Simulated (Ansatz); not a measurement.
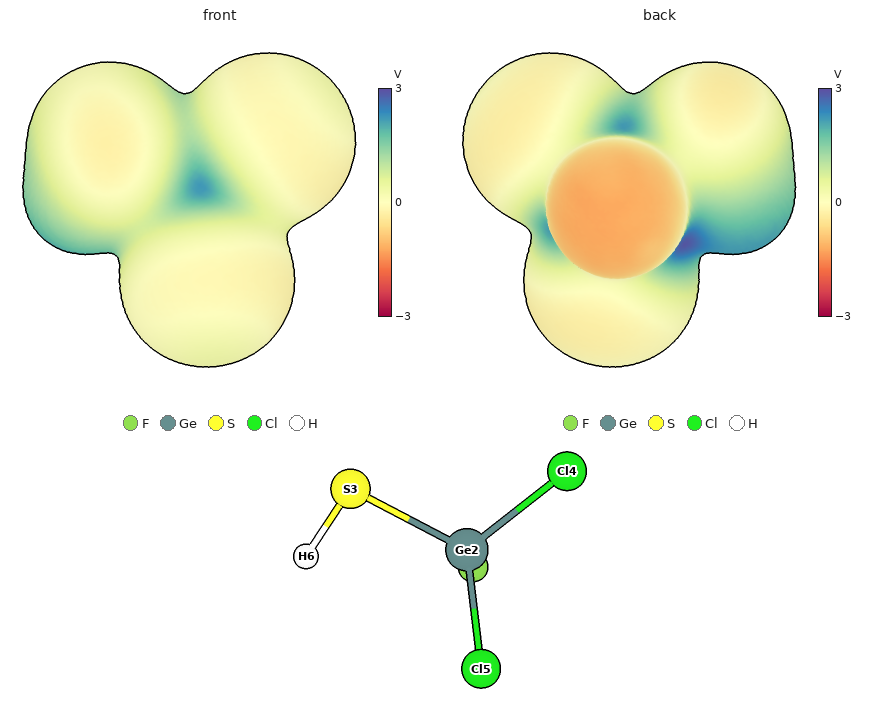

Cl2FGeHS (SMILES [F][Ge]([SH])([Cl])[Cl]). The molecular electrostatic potential painted on the density surface at 0.002 e/bohr³, seen from the front and from behind; the colour scale runs from red (negative) to blue (positive). The bare structure is drawn below in the same view.

Geometry: PBE0-D4/def2-TZVP.

Theory: isolated molecule in a Gaussian basis; Hartree-Fock in Ansatz.

```yaml
atoms:
  - { symbol: F, position_ang: [1.0269, -1.4070, -0.6912] }
  - { symbol: Ge, position_ang: [-0.1481, -0.1956, -0.3599] }
  - { symbol: S, position_ang: [-0.2444, 0.2400, 1.7748] }
  - { symbol: Cl, position_ang: [-2.0165, -0.9530, -0.9977] }
  - { symbol: Cl, position_ang: [0.4389, 1.4653, -1.5405] }
  - { symbol: H, position_ang: [0.9853, 0.7863, 1.7685] }
```

Q: Where is the surface potential most negative and most positive?

A: The most negative region (about −1.2 V) lies over F1, the most positive (about +2.6 V) over Ge2.
